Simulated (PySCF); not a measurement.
C5H10OSi (SMILES CC#CC[SiH2]OC)

```xyz
17

C     3.9984    0.5041    0.1424
C     2.6548   -0.0361    0.0812
C     1.5477   -0.4920    0.0276
C     0.2085   -1.0243   -0.0292
Si   -1.0809    0.3275    0.3130
O    -2.4698   -0.5062    0.1916
C    -3.7671   -0.0229    0.3478
H     3.9627    1.5718    0.3605
H     4.5061    0.3558   -0.8109
H     4.5689    0.0045    0.9257
H     0.1155   -1.8288    0.7038
H     0.0425   -1.4648   -1.0150
H    -1.0203    1.4104   -0.6764
H    -0.9248    0.9147    1.6497
H    -3.9803    0.7603   -0.3834
H    -3.9098    0.3906    1.3490
H    -4.4591   -0.8525    0.1992
```

Geometry: GFN2-xTB.

These are results of wB97X-D/def2-SVPD, SCF density, gas phase (PySCF 2.14.0), not measurements.

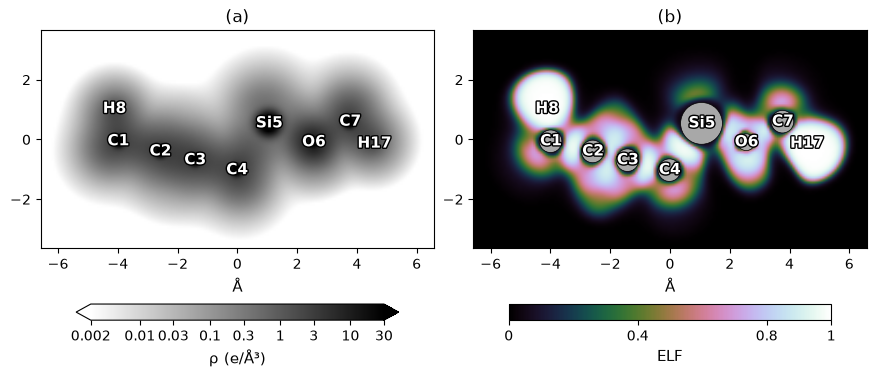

Figure 1. (a) electron density; (b) ELF on the plane of atoms O6, C7 and H17. Grey discs cover the atomic cores in the ELF map.

### What does the map show?

- The section cuts through C, Si, O and H sites.
- C–C (1.20 Å): ρ is about 2.7 e/Å³ halfway; the ELF peaks at about 0.85 between the atoms; a short, multiple covalent bond.
- C–O (1.39 Å): the density is about 2.1 e/Å³ at the midpoint, with its minimum of 1.7 e/Å³ about 0.5 Å from C; the ELF peaks at about 0.90 between the atoms; a polar covalent bond.
- Si–O (1.62 Å): ρ at the midpoint is about 1.1 e/Å³; the ELF peaks at about 0.85 between the atoms: a short, strongly polar bond.
- C–Si (1.90 Å): ρ is about 0.94 e/Å³ halfway; the ELF peaks at about 1 between the atoms, as expected for a covalent bond.
- C–H (1.09 Å): ρ at the midpoint is about 2 e/Å³; the ELF climbs to about 1 towards the hydrogen, as it does in any bond to H; an ordinary covalent bond to hydrogen.
- The ELF also peaks beside O6, away from the bonds: lone-pair regions.

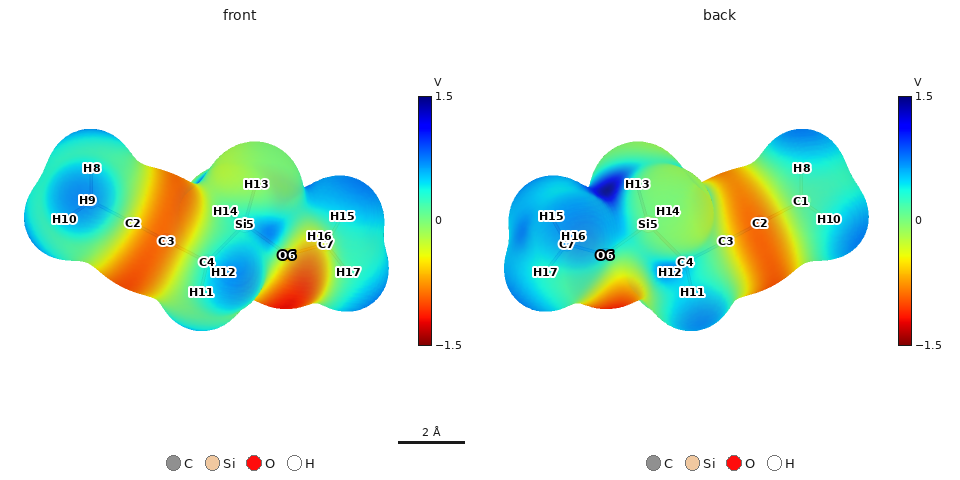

Figure 2. The electrostatic potential painted on the density surface at 0.002 e/bohr³, seen from the front and from behind; red is negative and blue positive.

### Describe the electrostatic potential map.

The most negative region (about −1.2 V) lies over O6, the most positive (about +1.2 V) over Si5. O6 is the likeliest acceptor of a hydrogen bond.

### How polar is the molecule by this calculation?

Its dipole moment is 0.77 D.
